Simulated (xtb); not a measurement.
Energy and gradient calculation, with input and output: C2H3AlClF

The run: energy and gradient calculation of C2H3AlClF, SMILES C=[C](F)[AlH][Cl]. Method and program: GFN2-xTB, GBSA solvent thf (xtb 6.7.1 later snapshot).

The geometry was optimised with GFN2-xTB.

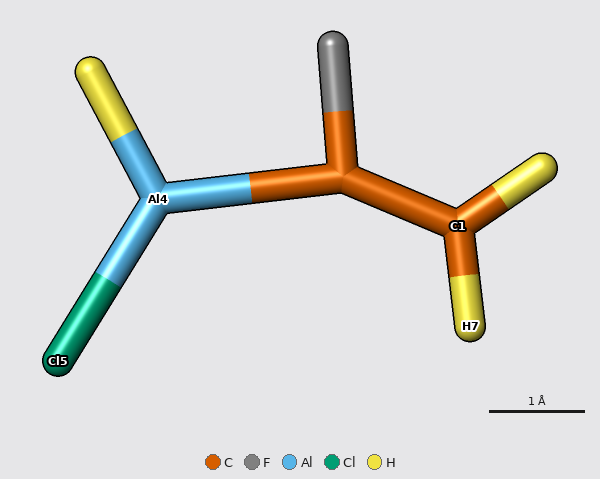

Fig. 1: The structure as given in the input (stick view, seen on its broad side; atoms are numbered from 1 in the order of the input). Sticks mark near contacts.

### The input (mol.coord)
```
$coord
     -0.413415384284      0.976175824198      2.909119985294  c
      0.413339795239      0.085491209878      0.721516331643  c
      2.921611074978     -0.714392064154      0.605713914726  f
     -0.176368139211     -0.786050478799     -2.874972634222  al
     -3.384405002899     -0.401056575429     -4.908941553940  cl
      0.772576731531      1.098082056498      4.565578317096  h
     -2.337685702468      1.610745856847      3.072845856731  h
      2.204384421637     -1.868976931777     -4.090879114590  h
$end
```

### File xtb.inp
```
$gbsa
   gbsagrid=vtight
$end
```

Launched with:
```bash
xtb mol.coord --gfn 2 --grad --gbsa thf -I xtb.inp > xtb.out
```

### Log
```
* xtb version 6.7.1
   ID    Z sym.   atoms
    1    6 c      1, 2
    2    9 f      3
    3   13 al     4
    4   17 cl     5
    5    1 h      6-8

           -------------------------------------------------
          |                Calculation Setup                |
           -------------------------------------------------

          program call               : xtb mol.coord --gfn 2 --grad --gbsa thf -I xtb.inp
          coordinate file            : mol.coord
          omp threads                :                     1

           -------------------------------------------------
          |                 G F N 2 - x T B                 |
           -------------------------------------------------

      * Hamiltonian:
        H0-scaling (s, p, d)           1.850000    2.230000    2.230000
        zeta-weighting                 0.500000
      * Dispersion:
        s8                             2.700000
        a1                             0.520000
        a2                             5.000000
        s9                             5.000000
      * Repulsion:
        kExp                           1.500000    1.000000
        rExp                           1.000000
      * Coulomb:
        alpha                          2.000000
        third order                    shell-resolved
        anisotropic                    true
        a3                             3.000000
        a5                             4.000000
        cn-shift                       1.200000
        cn-exp                         4.000000
        max-rad                        5.000000

      * Solvation model:               GBSA
        Solvent                        thf
        Parameter file                 internal GFN2-xTB/GBSA
        Dielectric constant                7.6000E+00
        Reference state                gsolv [1 M gas/solution]
        Free energy shift                  3.3994E-03 Eh       2.1331E+00 kcal/mol
        Temperature                        2.9815E+02 K
        Density                            8.8300E-01 kg/L
        Solvent mass                       7.2106E+01 g/mol
        Interaction kernel             Still
        Born radius scaling (c1)           1.5128E+00
        Born radii integrator          GBOBC
        Born offset                        6.0704E-04 a0       1.1471E-03 AA
        H-bond correction              true
        Ion screening                  false
        Surface tension                    1.0000E-05 Eh       1.5569E+01 dyn/cm
        Grid points                              2030 per atom

          ...................................................
          :                      SETUP                      :
          :.................................................:
          :  # basis functions                  35          :
          :  # atomic orbitals                  33          :
          :  # shells                           15          :
          :  # electrons                        28          :
          :  max. iterations                   250          :
          :  Hamiltonian                  GFN2-xTB          :
          :  restarted?                      false          :
          :  GBSA solvation                   true          :
          :  PC potential                    false          :
          :  electronic temp.          300.0000000     K    :
          :  accuracy                    1.0000000          :
          :  -> integral cutoff          0.2500000E+02      :
          :  -> integral neglect         0.1000000E-07      :
          :  -> SCF convergence          0.1000000E-05 Eh   :
          :  -> wf. convergence          0.1000000E-03 e    :
          :  Broyden damping             0.4000000          :
          :  net charge                          0          :
          :  unpaired electrons                  0          :
          ...................................................

 iter      E             dE          RMSdq      gap      omega  full diag
   1    -16.2809391 -0.162809E+02  0.196E+01    3.96       0.0  T
   2    -16.3126710 -0.317319E-01  0.119E+01    4.19       1.0  T
   3    -16.2950235  0.176475E-01  0.283E+00    4.13       1.0  T
   4    -16.3185145 -0.234909E-01  0.113E+00    4.35       1.0  T
   5    -16.3231632 -0.464870E-02  0.518E-01    4.26       1.0  T
   6    -16.3234006 -0.237448E-03  0.346E-01    4.30       1.0  T
   7    -16.3234899 -0.892602E-04  0.100E-01    4.29       1.0  T
   8    -16.3234953 -0.540322E-05  0.503E-02    4.29       1.0  T
   9    -16.3234959 -0.652602E-06  0.191E-02    4.29       1.9  T
  10    -16.3234968 -0.913953E-06  0.953E-03    4.29       3.7  T
  11    -16.3234970 -0.150716E-06  0.406E-03    4.29       8.7  T
  12    -16.3234970 -0.383167E-07  0.287E-03    4.29      12.3  T
  13    -16.3234970 -0.107454E-07  0.611E-04    4.29      57.9  T
  14    -16.3234970  0.289901E-09  0.452E-04    4.29      78.2  T

   *** convergence criteria satisfied after 14 iterations ***

         #    Occupation            Energy/Eh            Energy/eV
      -------------------------------------------------------------
         1        2.0000           -1.0595391             -28.8315
       ...           ...                  ...                  ...
         8        2.0000           -0.5023146             -13.6687
         9        2.0000           -0.4751225             -12.9287
        10        2.0000           -0.4602617             -12.5244
        11        2.0000           -0.4589191             -12.4878
        12        2.0000           -0.4403658             -11.9830
        13        2.0000           -0.4235457             -11.5253
        14        2.0000           -0.4113957             -11.1946 (HOMO)
        15                         -0.2536695              -6.9027 (LUMO)
        16                         -0.2432969              -6.6204
        17                         -0.1901939              -5.1754
        18                         -0.1193883              -3.2487
        19                         -0.1080645              -2.9406
       ...                                ...                  ...
        33                          1.1960931              32.5474
      -------------------------------------------------------------
                  HL-Gap            0.1577262 Eh            4.2919 eV
             Fermi-level           -0.3325326 Eh           -9.0487 eV

 SCC (total)                   0 d,  0 h,  0 min,  0.009 sec
 SCC setup                      ...        0 min,  0.001 sec (  8.158%)
 Dispersion                     ...        0 min,  0.000 sec (  0.445%)
 classical contributions        ...        0 min,  0.000 sec (  0.097%)
 integral evaluation            ...        0 min,  0.001 sec ( 11.183%)
 iterations                     ...        0 min,  0.005 sec ( 57.792%)
 molecular gradient             ...        0 min,  0.002 sec ( 21.324%)
 printout                       ...        0 min,  0.000 sec (  0.836%)

         :::::::::::::::::::::::::::::::::::::::::::::::::::::
         ::                     SUMMARY                     ::
         :::::::::::::::::::::::::::::::::::::::::::::::::::::
         :: total energy             -16.198529283803 Eh    ::
         :: w/o Gsasa/hb/shift       -16.191841090908 Eh    ::
         :: gradient norm              0.008121186827 Eh/a0 ::
         :: HOMO-LUMO gap              4.291948891104 eV    ::
         ::.................................................::
         :: SCC energy               -16.323493535550 Eh    ::
         :: -> isotropic ES            0.041240298807 Eh    ::
         :: -> anisotropic ES          0.001523382701 Eh    ::
         :: -> anisotropic XC         -0.004972622887 Eh    ::
         :: -> dispersion             -0.004284004090 Eh    ::
         :: -> Gsolv                  -0.008925733457 Eh    ::
         ::    -> Gelec               -0.002237540563 Eh    ::
         ::    -> Gsasa               -0.009002789003 Eh    ::
         ::    -> Ghb                 -0.001084768949 Eh    ::
         ::    -> Gshift               0.003399365057 Eh    ::
         :: repulsion energy           0.124964251747 Eh    ::
         :: add. restraining           0.000000000000 Eh    ::
         :: total charge              -0.000000000000 e     ::
         :::::::::::::::::::::::::::::::::::::::::::::::::::::

           -------------------------------------------------
          |                Property Printout                |
           -------------------------------------------------

    * Orbital Energies and Occupations

         #    Occupation            Energy/Eh            Energy/eV
      -------------------------------------------------------------
         1        2.0000           -1.0595391             -28.8315
         2        2.0000           -0.8158811             -22.2013
         3        2.0000           -0.6317118             -17.1898
         4        2.0000           -0.5736755             -15.6105
         5        2.0000           -0.5446822             -14.8216
         6        2.0000           -0.5219682             -14.2035
         7        2.0000           -0.5189568             -14.1215
         8        2.0000           -0.5023146             -13.6687
         9        2.0000           -0.4751225             -12.9287
        10        2.0000           -0.4602617             -12.5244
        11        2.0000           -0.4589191             -12.4878
        12        2.0000           -0.4403658             -11.9830
        13        2.0000           -0.4235457             -11.5253
        14        2.0000           -0.4113957             -11.1946 (HOMO)
        15                         -0.2536695              -6.9027 (LUMO)
        16                         -0.2432969              -6.6204
        17                         -0.1901939              -5.1754
        18                         -0.1193883              -3.2487
        19                         -0.1080645              -2.9406
        20                         -0.1006635              -2.7392
        21                         -0.0250715              -0.6822
        22                          0.0095864               0.2609
        23                          0.0134994               0.3673
        24                          0.0149634               0.4072
        25                          0.0165244               0.4497
       ...                                ...                  ...
        33                          1.1960931              32.5474
      -------------------------------------------------------------
                  HL-Gap            0.1577262 Eh            4.2919 eV
             Fermi-level           -0.3325326 Eh           -9.0487 eV

     #   Z          covCN         q      C6AA      α(0)
     1   6          2.837    -0.100    30.507     9.051
     2   6          2.600     0.044    27.020     8.500
     3   9          0.998    -0.236    11.605     4.025
     4  13          2.706     0.370    93.592    19.734
     5  17          0.769    -0.139   103.326    15.549
     6   1          0.926     0.086     1.918     2.166
     7   1          0.926     0.093     1.847     2.125
     8   1          0.885    -0.118     6.273     3.920

 Mol. C6AA /au·bohr⁶  :       1499.350186
 Mol. C8AA /au·bohr⁸  :      60960.869216
 Mol. α(0) /au        :         65.071888

Wiberg/Mayer (AO) data.
largest (>0.10) Wiberg bond orders for each atom

 ---------------------------------------------------------------------------
     #   Z sym  total        # sym  WBO       # sym  WBO       # sym  WBO
 ---------------------------------------------------------------------------
     1   6      3.985 --     2      1.886     7      0.961     6      0.958
     2   6      3.750 --     1      1.886     4      0.884     3      0.876
     3   9      1.150 --     2      0.876     4      0.166
     4  13      3.458 --     5      1.396     8      0.885     2      0.884
                             3      0.166
     5  17      1.493 --     4      1.396
     6   1      0.991 --     1      0.958
     7   1      0.991 --     1      0.961
     8   1      0.986 --     4      0.885
 ---------------------------------------------------------------------------

Topologies differ in total number of bonds
Writing topology from bond orders to xtbtopo.mol

molecular dipole:
                 x           y           z       tot (Debye)
 q only:       -0.637       0.306       0.380
   full:       -0.577       0.298       0.417       1.961
molecular quadrupole (traceless):
                xx          xy          yy          xz          yz          zz
 q only:       -3.327       0.909       1.988      -2.563       0.558       1.339
  q+dip:       -3.659       0.635       0.300      -1.715       1.486       3.358
   full:       -5.387       2.730       4.445      -2.023      -0.713       0.942

           -------------------------------------------------
          | TOTAL ENERGY              -16.198529283803 Eh   |
          | GRADIENT NORM               0.008121186827 Eh/α |
          | HOMO-LUMO GAP               4.291948891104 eV   |
           -------------------------------------------------

------------------------------------------------------------------------
------------------------------------------------------------------------
 total:
 *  cpu-time:     0 d,  0 h,  0 min,  0.020 sec
 * ratio c/w:     1.000 speedup
 SCF:
 *  cpu-time:     0 d,  0 h,  0 min,  0.009 sec
 * ratio c/w:     1.000 speedup
```

### Standard error
```
normal termination of xtb
```

### Key numbers

| quantity | value |
| --- | --- |
| outcome | converged |
| electrons treated | 28 |
| total energy | −16.198529 hartree |
| dispersion energy | −0.004284 hartree |
| solvation energy | −0.008926 hartree |
| basis functions | 35 |
| largest force | 0.288 eV/Å |
| HOMO | −11.19 eV |
| LUMO | −6.90 eV |
| dipole moment | 1.96 D |
| hardware | 1 thread of Arm Neoverse N1, 16 GiB of memory available, shared host |
| peak memory | 0.073 GiB |

### Remarks

Settings chosen away from the usual ones: method = gfn2-xtb; task = gradient; x = {"surface_grid": "vtight"}; geo = {"prev": "A"}; sm = GBSA; solvent = thf.
